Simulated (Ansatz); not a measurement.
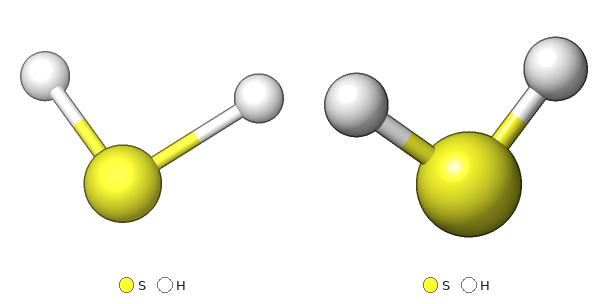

Two views of one molecule.

Computed geometry: PBE0-D4/def2-TZVP optimisation.

What is the molecular formula?

H2S, 3 atoms: 2 hydrogen and 1 sulfur.

Count the bonded pairs by element.

2 S–H. Sticks follow a distance rule.

What is the point group of this geometry?

C2v.

More results for the same structure follow; atom numbers are the same in all pictures, views and colours differ.

### Geometry

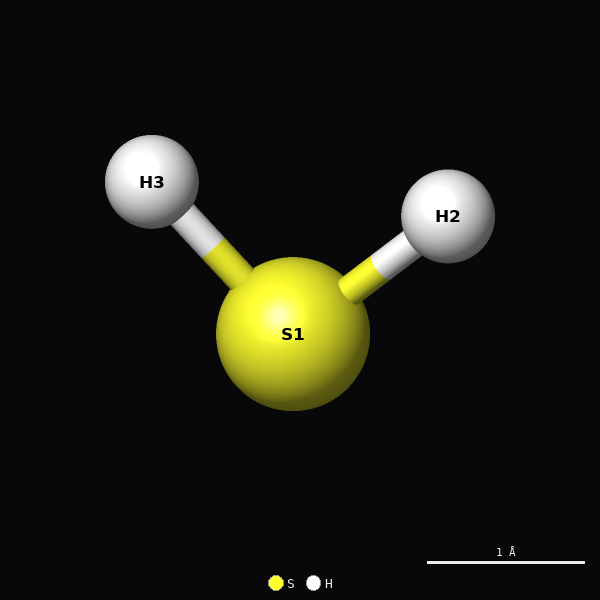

The atoms are numbered.

What is the geometry at S1?

S1 has 2 neighbours (H2 at 1.34, H3 at 1.34 Å); the arrangement is bent.

### Electronic properties

Method: RKS PBE0-D4/def2-TZVPP (Ansatz 0.2.0).

What does the calculation give?

- HOMO energy (Kohn–Sham orbital): −7.49 eV
- LUMO energy (Kohn–Sham orbital): 0.60 eV
- HOMO–LUMO gap: 8.09 eV

### Charges

The questions are on Mulliken charges. Method: RKS PBE0-D4/def2-TZVP (Ansatz 0.2.0).

Give the Mulliken charges atom by atom.

```tsv
atom	value (e)
S1	−0.35
H2	0.17
H3	0.17
```

### Vibrations

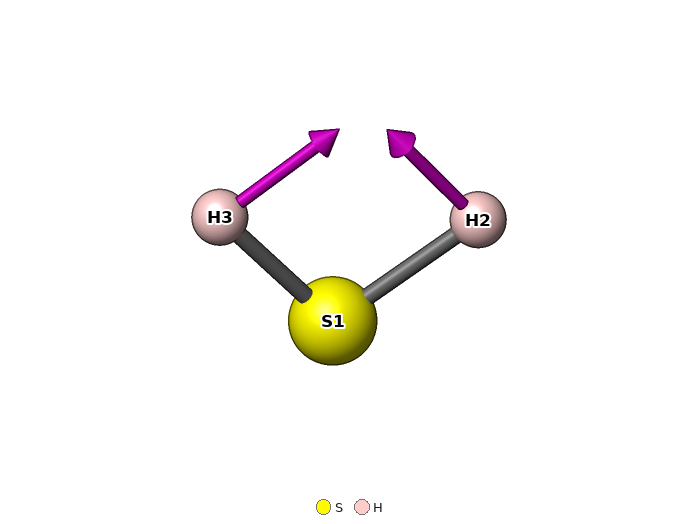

The arrows show one normal mode. Harmonic vibrations computed with RKS PBE0-D4/def2-TZVP (Ansatz 0.2.0) at a stationary point of the same level.

What kind of motion is it?

Mostly H–S–H bending.

At what wavenumber does it lie?

1209 cm⁻¹; it is mode 1 of 3 counted from the lowest.

Mulliken values depend strongly on the basis set and can even reverse the polarity of a bond.
